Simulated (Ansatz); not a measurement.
PtS2 (CdI2 type)

```xyz
3
Lattice="3.5593 0.0000 0.0000 -1.7797 3.0825 0.0000 0.0000 0.0000 4.3847" Properties=species:S:1:pos:R:3 pbc="T T T"
Pt     0.0000     0.0000     0.0000
S      1.7797     1.0275     1.1891
S      0.0000     2.0550     3.1955
```

In this cell atom 2 (S, nearest neighbour Pt at 2.374 Å; its periodic images, 3.6 Å or more away, move with it) is moved by s towards the nearest neighbour, unit vector (-0.750, -0.433, -0.501); all other atoms and the cell stay fixed.

Level of theory: PBEsol-D3(BJ) (plane waves to 420 eV, PAW, scalar-relativistic; Ansatz, an electronic-structure program). k mesh 12×12×9 (Γ-centred), Fermi-Dirac smearing 0.05 eV. Energies are smeared free energies. With partly filled bands, energies and forces of such displacements shift with the k mesh and the smearing. PtS2 is run without spin polarisation. PtS2 was relaxed with its symmetry unable to fall. Spin-orbit coupling is left out, though Pt is heavy. The PAW data are Ansatz's earlier set. ΔE is measured from the undisplaced structure.

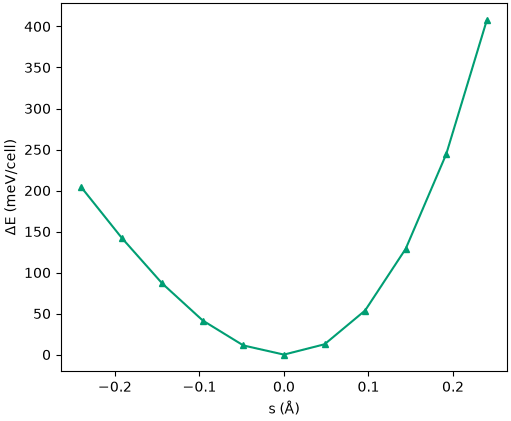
*ΔE (meV/cell) against s (Å); one marker a computed point.*

**Question.** Is the energy the same for displacements of ±0.240 Å, and if not, which side lies higher?

**Answer.** Not even: the positive side lies higher at ±0.240 Å.

**Question.** What is the energy change at s = 0.240 Å?

**Answer.** About 410 meV/cell.

(A displaced cell: forces are minus the slopes of the energy, force constants its curvatures, and phonons follow from these.)
